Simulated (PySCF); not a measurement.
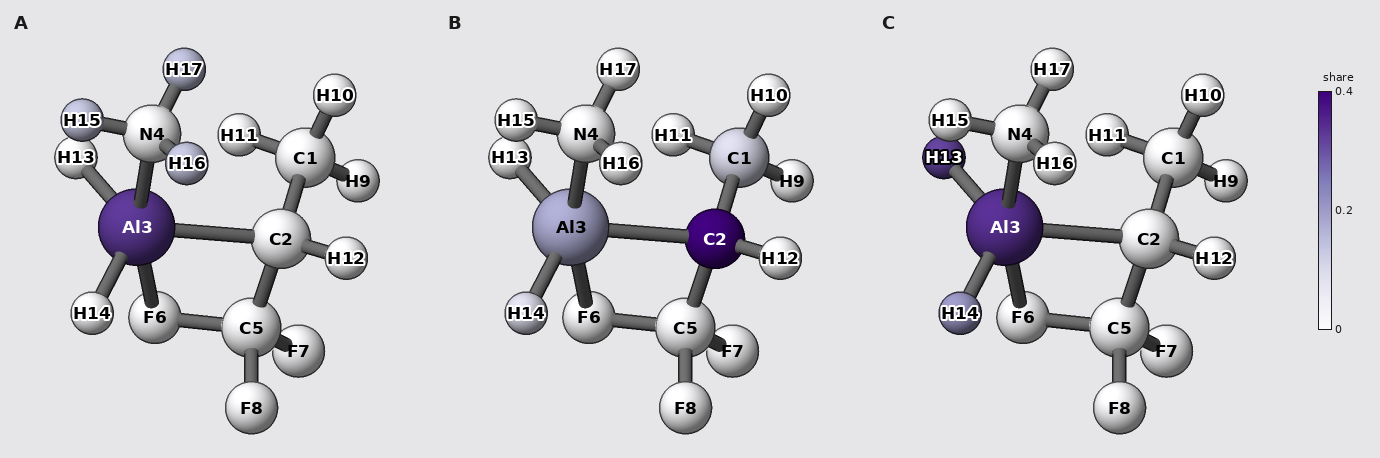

Each panel colours the atoms by their Löwdin share in one orbital (up to four of the largest shares; other atoms are shown as zero). The geometry was computed by an optimisation with GFN2-xTB. No frequency run is at hand to confirm it as a minimum. Level of theory: CAM-B3LYP/def2-SVPD (PySCF 2.14.0).

Question: The panels show the HOMO−1, HOMO, LUMO, in some order. Which is which?

Answer: A: LUMO, 0.12 eV; Al3 0.33, H17 0.14, H15 0.13, H16 0.13
B: HOMO, −8.61 eV; C2 0.40, Al3 0.17, C1 0.10, H14 0.09
C: HOMO−1, −9.06 eV; Al3 0.34, H13 0.32, H14 0.20

The geometry is semi-empirical. Around Al such bond lengths and angles can be off by a tenth of an ångström or more and by several degrees, and values that hang on the shape move with them.
